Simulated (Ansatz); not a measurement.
# BH2Br (SMILES BBr) at wB97X/STO-3G

Aim: the electronic atomisation energy of BH2Br at wB97X/STO-3G, from 4 runs. 

The results are computed with Ansatz 0.2.0.

61 further runs of the same task are left out: 2 that didn't finish, 59 set aside as unsound or not needed.

**1. The molecule**

The species is BH2Br (4 atoms), meant as a singlet with charge 0. SMILES: `BBr`. Geometry: relaxed at PBE0-D4/def2-TZVP.

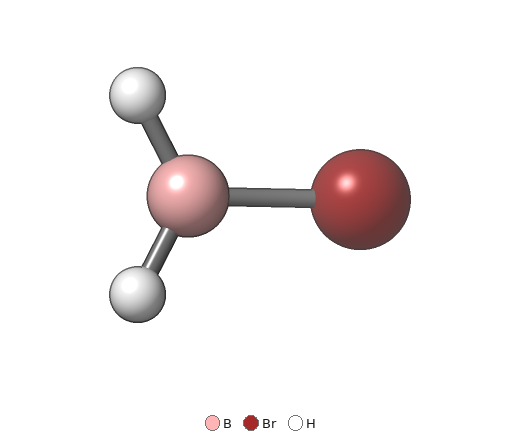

Viewed from a chosen angle; boron pink, bromine red, hydrogen white.

**2. A single-point energy at wB97X/STO-3G**

File job.yaml:

```yaml
crystal:
  periodic: [false, false, false]
  atoms:
    - {symbol: B, position_ang: [-0.153900, 0.025000, -0.096900]}
    - {symbol: Br, position_ang: [1.470100, -0.363400, 0.790800]}
    - {symbol: H, position_ang: [-1.111200, -0.617300, 0.191700]}
    - {symbol: H, position_ang: [-0.149500, 0.895400, -0.905900]}
basis:
  gaussian: {orbitals: STO-3G}
hamiltonian: {xc: {name: wB97X}}
accuracy: high
```

Started as:

```
ansatz run job.yaml --threads 1 --pin off --max-ram 2610MiB --events-out events.jsonl --progress --plain --runs-dir runs
```

Output:

```text
Warning: RAYON_NUM_THREADS=1 ignored (pool sized by the plan → 1); use --threads N
Functional definition: wB97X
  name "wB97X"
  parameter omega = 0.3/bohr
  parameter cx = 0.157706
  parameter cx1 = 0.726479
  parameter cx2 = 1.04760
  parameter cx3 = -5.70635
  parameter cx4 = 13.2794
  parameter css1 = -4.33879
  parameter css2 = 18.2308
  parameter css3 = -31.7430
  parameter css4 = 17.2901
  parameter cos1 = 2.37031
  parameter cos2 = -11.3995
  parameter cos3 = 6.58405
  parameter cos4 = -3.78132
  exchange = spin_sum(e_x_unif_sr(omega)*poly(b97_u_x, 1 - cx, cx1, cx2, cx3, cx4)) + cx*exact_x_sr(omega)
      + exact_x_lr(omega)
  correlation = spin_sum(e_c_pw_same_spin*poly(b97_u_same, 1, css1, css2, css3, css4))
      + integral(e_c_pw_opposite_spin*poly(b97_u_opposite, 1, cos1, cos2, cos3, cos4))
344 factors; integrals over basis functions are off by at most 1.7e-8 eV
121 factors; integrals over basis functions are off by at most 9.3e-10 eV
mean field evaluation 1: about -69981.6784 eV, gradient 1.6e1 eV
mean field evaluation 2: about -69982.7136 eV, gradient 7.6e0 eV
mean field evaluation 4: about -69982.9231 eV, gradient 6.0e-2 eV
mean field evaluation 8: about -69982.8785 eV, gradient 7.3e-4 eV
mean field evaluation 16: about -69982.8785 eV, gradient 5.4e-8 eV
mean field -69982.87848731 eV, -2571.8233483099 hartree, gradient 5.4e-8 eV, S^2 0.000000; 0 other end points of the search recorded, 0 dependent functions left out
reference -69982.87848595 eV, -2571.8233482599 hartree; 21, 21 occupied and 4, 4 virtual orbitals, 344 factors
Total energy: -69982.87848595 eV, -2571.8233482599 hartree
```

It took 4.5 s on 1 thread of Arm Neoverse V2, shared host; peak memory 0.22 GiB.

**3. The B atom, same level**

File input.yaml:

```yaml
crystal:
  periodic: [false, false, false]
  atoms:
    - {symbol: B, position_ang: [0.000000, 0.000000, 0.000000]}
basis:
  gaussian: {orbitals: STO-3G}
magnetization: {spin_polarized: true, initial_magnetization: 1}
hamiltonian: {xc: {name: wB97X}}
accuracy: high
```

Run the same way, it converges to -24.27115 Eh (log not shown).

**4. The Br atom, same level**

File molecule.yaml:

```yaml
crystal:
  periodic: [false, false, false]
  atoms:
    - symbol: Br
      position_ang: [0.000000, 0.000000, 0.000000]
basis:
  gaussian:
    orbitals: STO-3G
magnetization:
  spin_polarized: true
  initial_magnetization: 1
hamiltonian:
  xc: {name: wB97X}
accuracy: high
```

Run the same way, it converges to -2546.02276 Eh (log not shown).

**5. The H atom at the same level**

File job.yaml:

```yaml
crystal:
  periodic: [false, false, false]
  atoms:
    - {symbol: H, position_ang: [0.000000, 0.000000, 0.000000]}
basis:
  gaussian:
    orbitals: STO-3G
magnetization:
  spin_polarized: true
  initial_magnetization: 1
accuracy: high
hamiltonian:
  xc: {name: wB97X}
```

Run the same way, it converges to -0.46692 Eh (log not shown).

**6. Results**

Level: wB97X/STO-3G.

| quantity | value |
| --- | --- |
| molecule: total energy | -2571.82335 Eh |
| B atom: total energy | -24.27115 Eh |
| B atom: ⟨S²⟩ | 0.750 |
| Br atom: total energy | -2546.02276 Eh |
| Br atom: ⟨S²⟩ | 0.750 |
| H atom: total energy | -0.46692 Eh |
| H atom: ⟨S²⟩ | 0.750 |
| electronic atomisation energy | 16.207 eV |

**Reading.** Taking the molecule apart into free atoms costs 16.21 eV (374 kcal/mol), before zero-point energy and without spin-orbit coupling. In a minimal basis such a difference can be off by several eV, whatever the method.
